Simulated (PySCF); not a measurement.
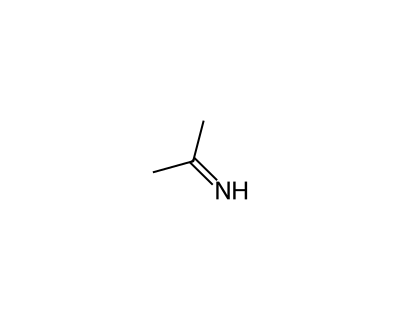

The geometry was computed by an optimisation with PBE0-D3(BJ)/def2-SVP. No frequency run is at hand to confirm it as a minimum. Program: PySCF 2.14.0.

Compare HOMO energy (eV) at these levels: B97-2/pcSseg-2; BHandHLYP/pcSseg-2; CAM-B3LYP/pcSseg-2; LC-wPBE/pcSseg-2; PBE0/6-311+G(2d,p); PBE0/6-31G; PBE0/6-31G*; PBE0/STO-3G; PBE0/def2-SVP; PBE0/def2-TZVP; WP04/pcSseg-2; ωB97X-D/pcSseg-2.

| level | HOMO energy (eV) |
| --- | --- |
| B97-2/pcSseg-2 | −7.19 |
| BHandHLYP/pcSseg-2 | −8.93 |
| CAM-B3LYP/pcSseg-2 | −8.92 |
| LC-wPBE/pcSseg-2 | −10.28 |
| PBE0/6-311+G(2d,p) | −7.48 |
| PBE0/6-31G | −6.96 |
| PBE0/6-31G* | −7.16 |
| PBE0/STO-3G | −4.81 |
| PBE0/def2-SVP | −7.21 |
| PBE0/def2-TZVP | −7.43 |
| WP04/pcSseg-2 | −8.53 |
| ωB97X-D/pcSseg-2 | −9.38 |
